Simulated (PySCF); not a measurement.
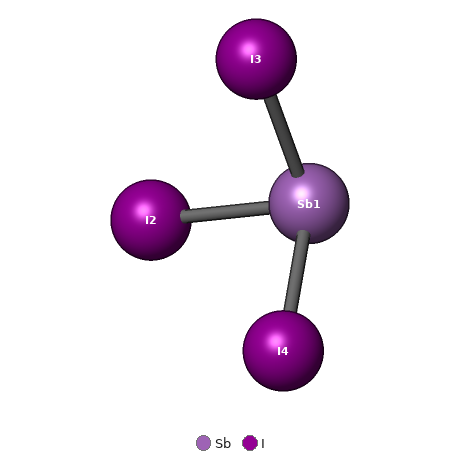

Rigid scan of SbI₃, singlet, from a minimum of the shape that electron-pair counting expects: all bonds to atom 1 scaled (atom 1 is the central atom). PBE0/def2-SVP (ECP) in PySCF 2.14.0, restricted determinant, no spin-orbit coupling; energies counted from the minimum. Splines pass through the computed points, which are marked.

### What does it cost to go to either end of the scan?

247.6 kJ/mol at 0.88 and 485.5 kJ/mol at 1.35.

### What values does the calculation give?

In kJ/mol:
```tsv
scale of the bond length	PBE0
0.88	247.6
0.92	94.9
0.96	20.6
1.00	0.0
1.04	15.7
1.08	55.1
1.14	140.3
1.22	273.8
1.35	485.5
```

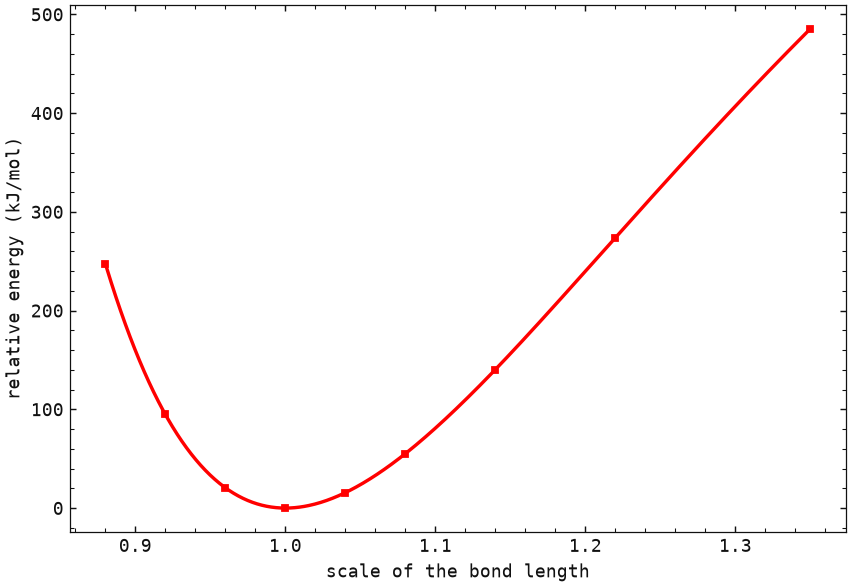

Caveats: double-zeta basis on some or all atoms.
